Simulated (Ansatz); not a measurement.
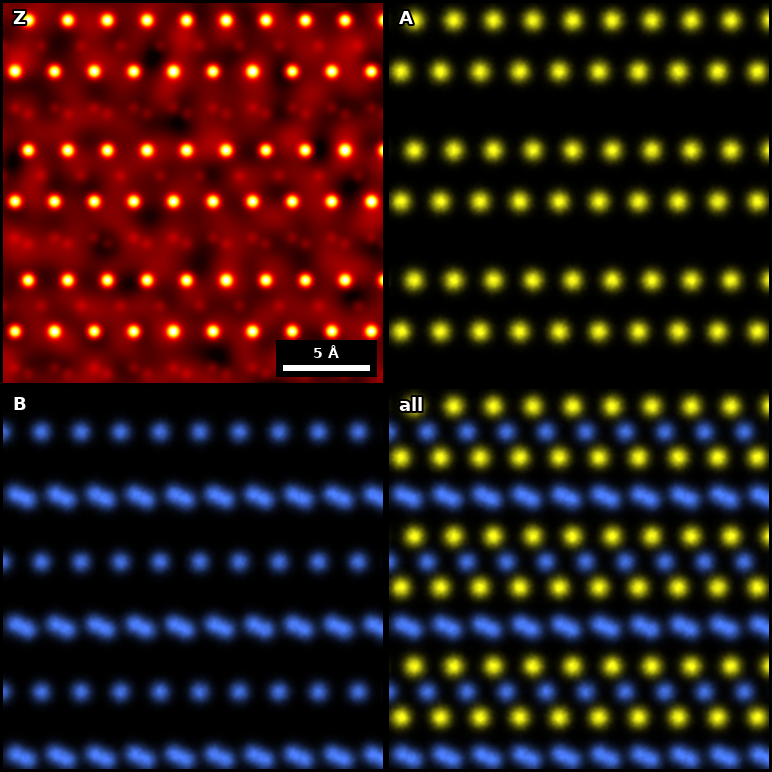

Zn2C3 (P-3m1, No. 164) along [100]. Panel Z: The image is simulated as a sum over atoms of Z^1.6, blurred by a 0.57 Å probe (no channelling). The probe carries 15 % of its weight in a tail 2.5 times as wide. The display is stretched by a gamma of 0.8; percentages refer to the linear signal. The speckle of an amorphous layer was added. The other panels are simulated element maps (the number of atoms of one element along the beam, blurred by 0.9 Å, with counting noise; each on its own scale, no channelling); the last overlays them. Atomic positions: the geometry relaxed with DFT PBE, scalar-relativistic, plane waves, PAW in Ansatz 0.2.0; the starting structure was generated, so it need not be a known form of this composition.

```xyz
5
Lattice="2.6765 0.0000 0.0000 -1.3383 2.3179 0.0000 0.0000 0.0000 7.6069" Properties=species:S:1:pos:R:3 pbc="T T T"
Zn    0.0000    1.5453    1.4961
Zn    1.3383    0.7726    6.1108
C     0.0000    0.0000    0.0000
C     0.0000    1.5453    3.6310
C     1.3383    0.7726    3.9759
```

Q: Which element does each lettered map show?

A: Zn, B: C. The projected cell (2.32 × 7.61 Å, 90°) holds 5 columns: 3 of C and 2 of Zn. No column is shared by two of the mapped elements.
